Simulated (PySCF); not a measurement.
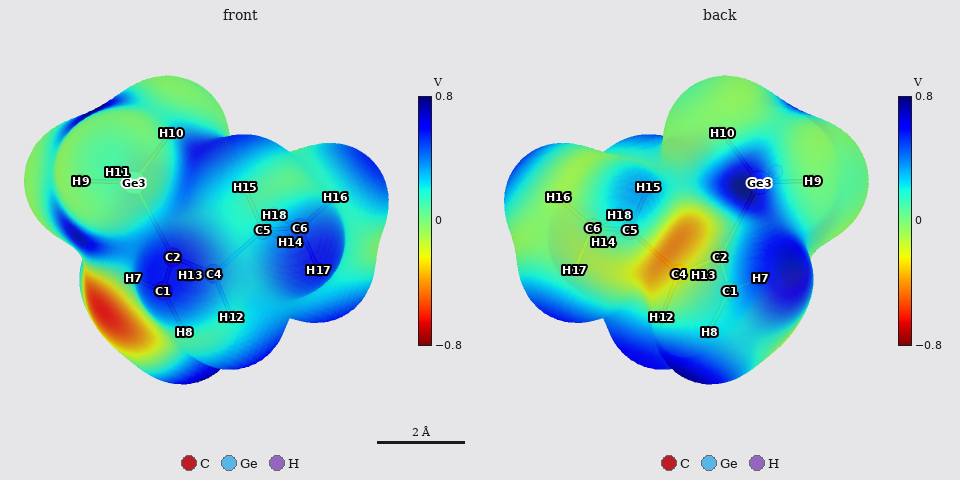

C$_{5}$H$_{12}$Ge. The electrostatic potential painted on the density surface at 0.002 e/bohr³, seen from the front and from behind; the colour scale runs from red (negative) to blue (positive).

Geometry: GFN2-xTB.

The calculation used PBE0/def2-SVPD, SCF density, gas phase in PySCF.

```xyz
18

C    -0.7417   -1.4942    1.3271
C    -0.7336   -0.3410    0.6751
Ge   -2.1011    0.0585   -0.6695
C     0.3050    0.7109    0.9206
C     1.1034    1.0189   -0.3470
C     1.8856   -0.1937   -0.8314
H    -1.4990   -2.2413    1.1451
H     0.0037   -1.7441    2.0684
H    -3.3085   -0.7998   -0.4713
H    -1.6270   -0.1742   -2.0714
H    -2.5216    1.4937   -0.5909
H     0.9830    0.3942    1.7176
H    -0.1988    1.6272    1.2467
H     1.7912    1.8439   -0.1471
H     0.4103    1.3435   -1.1312
H     2.4571    0.0495   -1.7243
H     2.5759   -0.5330   -0.0615
H     1.2075   -1.0126   -1.0667
```

Q: Where is the surface potential most negative and most positive?

A: The most negative region (about −0.6 V) lies over the π face of C1 and C2, the most positive (about +0.8 V) over Ge3 and H8.

Q: How polar is the molecule by this calculation?

A: Its dipole moment is 0.74 D.
